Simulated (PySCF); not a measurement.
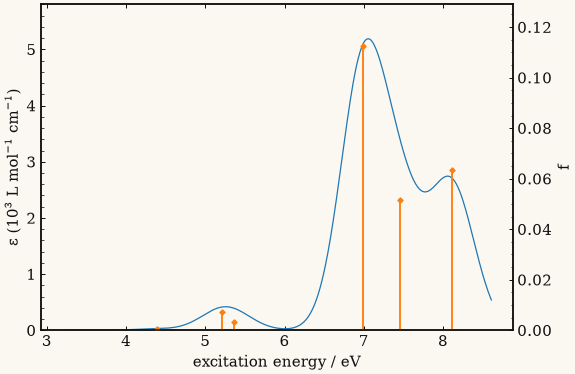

Vertical TDDFT excitations, PBE0/def2-SVPD in PySCF, at a GFN2-xTB geometry (no frequency check), gas phase. The lowest 6 singlet states are shown; each is broadened by a Gaussian of 1/e half-width 0.40 eV. Sticks give oscillator strengths (right axis).

Whose absorption spectrum is this?
A. C₃H₇FSi, SMILES C=C[SiH2]CF
B. C₂H₃NO, SMILES C=NC=O
C. C₄H₇F, SMILES C=C[C@H](C)F
D. C₆H₈O₂, SMILES CCOc1ccco1

Option B. Its lowest singlet lies at 4.39 eV (f = 0.001) and the brightest of those computed is S4 at 6.99 eV (177 nm), f = 0.112, mainly HOMO−1 → LUMO+1 (72 %).

Caveats: states above the negative HOMO energy depend on the basis; the tight-binding geometry is rougher than a DFT one and adds to the error; one conformer of a flexible molecule; core orbitals are frozen in the response.
